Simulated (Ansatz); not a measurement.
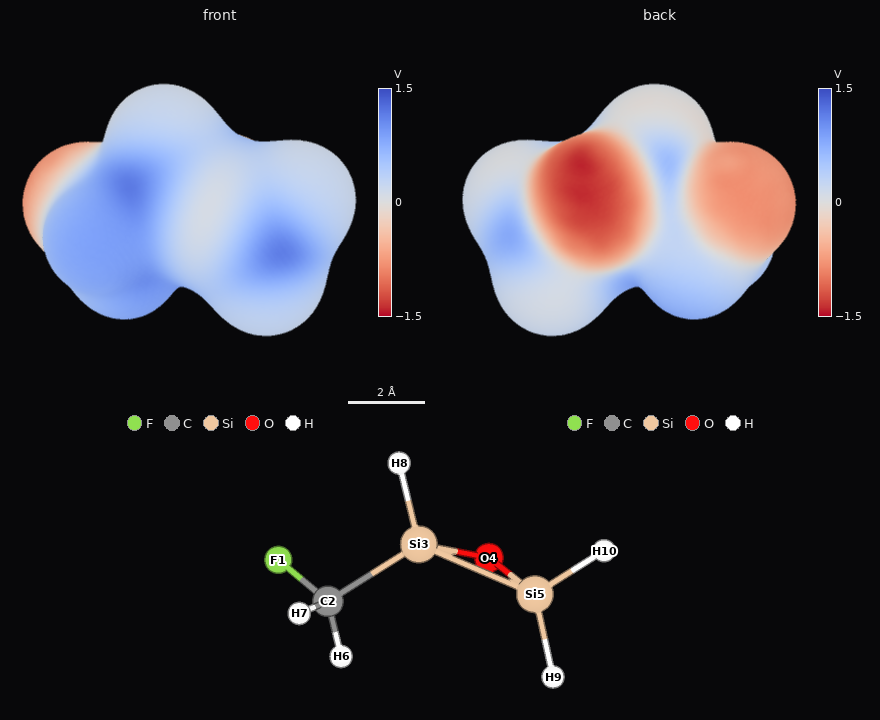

The picture shows: CH5FOSi2 (SMILES FC[SiH]1O[SiH2]1). The electrostatic potential painted on the density surface at 0.001 e/bohr³, seen from the front and from behind; red is negative and blue positive. The bare structure is drawn below in the same view.

The calculation used RKS BLYP/def2-SVP in Ansatz.

```yaml
atoms:
  - { symbol: F, position_ang: [-0.7822, -2.4027, -0.6487] }
  - { symbol: C, position_ang: [-0.3089, -1.4638, 0.2862] }
  - { symbol: Si, position_ang: [-0.4221, 0.2960, -0.4622] }
  - { symbol: O, position_ang: [0.9672, 0.7992, -1.3801] }
  - { symbol: Si, position_ang: [1.0329, 1.9548, -0.0735] }
  - { symbol: H, position_ang: [0.7447, -1.7052, 0.5513] }
  - { symbol: H, position_ang: [-0.9187, -1.5401, 1.2161] }
  - { symbol: H, position_ang: [-1.7226, 0.4448, -1.1900] }
  - { symbol: H, position_ang: [2.2598, 1.8369, 0.7811] }
  - { symbol: H, position_ang: [0.8387, 3.3773, -0.5044] }
```

Q: Which sites attract a positive test charge, and which a negative one?

A: A positive charge is drawn to the negative regions and a negative charge to the positive ones. The most negative region (about −1.4 V) lies over O4, the most positive (about +1.1 V) over Si3 and Si5. O4 is the likeliest acceptor of a hydrogen bond.
